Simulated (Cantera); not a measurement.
Input: 1 mol Si2Cl6, a varied amount of N2, 0.99 mol H2, held at 1175 K and 7.35 Torr.

Method: chemical equilibrium by Gibbs-energy minimisation in Cantera with the NASA 1993 tables (ideal gas, pure condensed phases). Candidate condensed phases: NH4Cl, Si, Si3N4; 28 gas species. The feed counts by its element totals alone. N2 is the only nitrogen source here; it is nearly inert below about 1500 K, so the nitride shown seldom forms there in practice. The tables' values for SiCl3 are old estimates; treat these amounts as uncertain. Rates play no part.

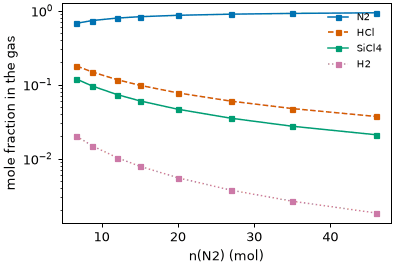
*Equilibrium gas composition (values under 1e-9 drawn at 1e-9)*

Q: Read off the mole fractions at 46 mol N2.

A: N2 about 0.94, HCl about 0.037, SiCl4 about 0.021, H2 about 0.0018.
